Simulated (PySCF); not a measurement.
# C6H3F3 (1,2,4-trifluorobenzene (F-1)): the cost of one run

Computed with PySCF 2.14.0, with density-fitted response routines of our own, on a single molecule, in the gas phase or a continuum. Atoms are numbered from 0 throughout.

## 1. Starting geometry

12 atoms, charge 0, multiplicity 1; geometry from: GFN2-xTB. The atoms were then displaced at random by about 0.01 Å, so the start is not that level's minimum.

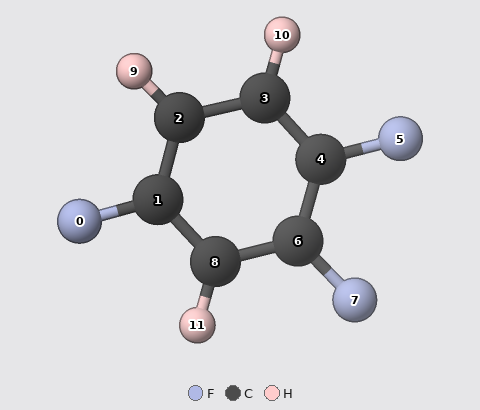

The starting geometry (fluorine light blue, carbon dark grey, hydrogen pink), atoms numbered.

## 2. Optimising the geometry at PBE0-D3(BJ)/def2-TZVP

Job settings and geometry (Å):

```
{"job": {"xc": "PBE0", "basis": "def2-TZVP", "d3": "d3bj", "grid": 2, "shake": 0.01, "kind": "geom"}, "charge": 0, "multiplicity": 1}
F     -2.415600    -1.229870     0.018970
C     -1.243720    -0.603240     0.004020
C     -1.199300     0.781130    -0.043910
C      0.092260     1.402680    -0.049000
C      1.208720     0.627890    -0.023520
F      2.404570     1.244740    -0.025120
C      1.141640    -0.755680     0.030530
F      2.263400    -1.487920     0.058700
C     -0.100700    -1.378640     0.058790
H     -2.091980     1.357500    -0.048310
H      0.136900     2.471440    -0.069380
H     -0.156510    -2.458290     0.079220
```

Command:

```sh
$ OMP_NUM_THREADS=1 python probes_run.py task.json out
```

The driver reads the jobs from task.json and runs them one after another.

Q: Estimate the wall time and peak memory of this first job on 1 thread of Arm Neoverse V1, shared host.

About 7.4 min, with a peak of 1.7 GiB.
